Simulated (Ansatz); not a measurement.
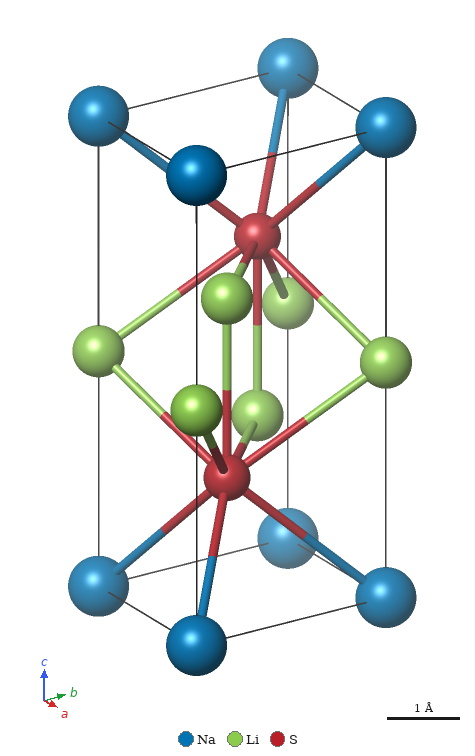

View slightly off an axis, drawn as a ball-and-stick model. The wireframe shows the conventional unit cell.

NaLi$_{3}$S$_{2}$, space group P-3m1 (No. 164), a = 4.079 Å, b = 4.079 Å, c = 6.720 Å, α = 90.00°, β = 90.00°, γ = 120.00°. The structure comes from a structure type filled with these elements by a generator (whether the compound takes this form wasn't checked). Earlier steps of the study may have refined or changed the cell and positions. It went into a calculation with Ansatz.

This one geometry was computed with Ansatz (DFT, plane waves, PAW) at four levels of theory: PBEsol, r2SCAN, HSE06 and PBE.

How does the band gap change with the level of theory?

PBEsol: a gap of 3.37 eV, direct; PBE: a gap of 3.48 eV, direct; r2SCAN: a gap of 4.23 eV, direct; HSE06: a gap of 4.53 eV on the k-mesh.

Collect the results in a table.

| level | cutoff (eV) | k-mesh of the run's cell | gap (eV) | pressure (GPa) |
| --- | --- | --- | --- | --- |
| PBEsol | 420 | 6×6×4 | 3.37 | -1.1 |
| r2SCAN | 500 | 6×6×4 | 4.23 | -0.6 |
| HSE06 | 420 | 6×6×4 | 4.53 | -0.8 |
| PBE | 420 | 6×6×4 | 3.48 | 0.0 |

Gaps are taken on the k-mesh or band path of each run.
